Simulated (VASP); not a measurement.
Band structure of Be (space group I4_1/amd). These are PBE GGA, VASP's PBE PAW potentials (set 64) (plane waves; VASP) values and carry that method's errors.

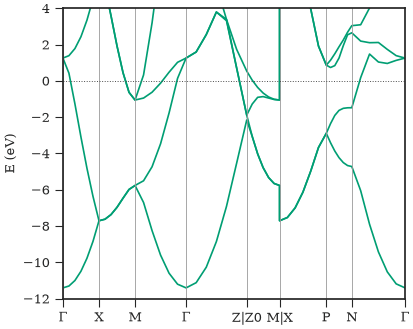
Bands along high-symmetry lines, zero at the valence-band maximum or, without a gap, the Fermi level

Question: Read the plot: is there a gap, and where are the band edges?

Answer: It has no gap at this level: it comes out as a metal or semimetal.

The structure was generated: Be was put into an ordered model structure, which need not be its known phase. The cell was not relaxed at this level.
